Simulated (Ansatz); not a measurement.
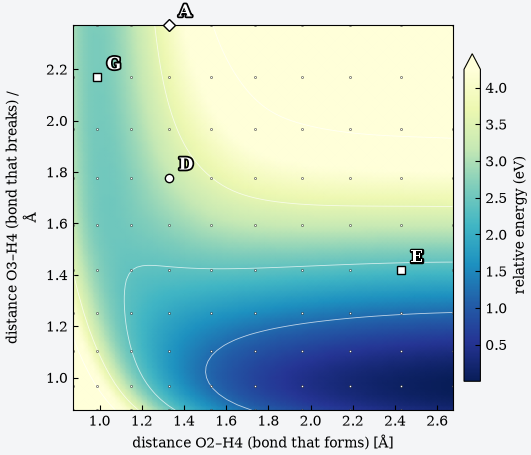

The reacting system AlH₃O₂. 
- Coordinates scanned: (1) distance O2–H4 (bond that forms); (2) distance O3–H4 (bond that breaks).
- Relaxed at each point: all other coordinates.
- Grid: 10 × 10 points.
- Points are written as (first, second).
- Energies are in eV, from the lowest grid point.
- The reference is spin-restricted, so regions where a bond is pulled apart into radicals lie too high.
- The calculation used Ansatz, RKS PBE0-D4/def2-SVP.

The picture shows a smooth colour map with a few white contour lines, dots at the grid points, one colour for all values above the top of the scale, lettered points. Between grid points the surface is interpolated.

> Is E the lowest point of the computed grid?

No. E lies 2.23 eV above the lowest grid point, which is at (2.673 Å, 0.969 Å).

> What kind of point is each of D, E: minimum, saddle, maximum or slope?

D: on a slope; E: on a slope. (In these two coordinates alone; a stationary point may lie a little off the grid point.)
